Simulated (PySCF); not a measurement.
```tsv
atom	x (Å)	y (Å)	z (Å)
B	-1.7713	0.5038	0.3481
O	-0.6671	-0.2698	0.2997
B	0.5812	0.0958	-0.1877
N	1.6208	-0.8214	-0.0750
H	-1.7432	1.6449	-0.0666
H	-2.7780	0.0204	0.8172
H	0.7596	1.1799	-0.6949
H	2.5575	-0.6308	-0.3994
H	1.4947	-1.7310	0.3517
```

Geometry: PBE0-D3(BJ)/def2-SVP.

These are results of PBE0/pcSseg-1, SCF density, gas phase, non-relativistic in PySCF, not measurements.

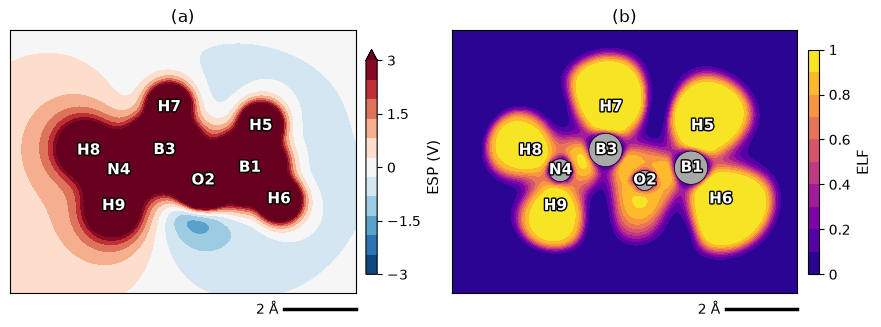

B2H5NO (SMILES BOBN). (a) molecular electrostatic potential; (b) ELF on the molecular plane. Grey discs cover the atomic cores in the ELF map.

Interpret the plot.

Answer. The section cuts through B, O, N and H sites. B–O (1.35 Å): the ELF peaks at about 0.90 between the atoms: a short, strongly polar bond. B–N (1.39 Å): the ELF peaks at about 0.95 between the atoms; a short, strongly polar bond. N–H (1.01 Å): the ELF climbs to about 1 towards the hydrogen, as it does in any bond to H (an ordinary covalent bond to hydrogen). B–H (1.21 Å): the ELF climbs to about 1 towards the hydrogen (an ordinary covalent bond to hydrogen). The ELF also peaks beside O2, away from the bonds: lone-pair regions. Outside the dense part of the molecule the potential is most negative (−1.5 V) near O2.
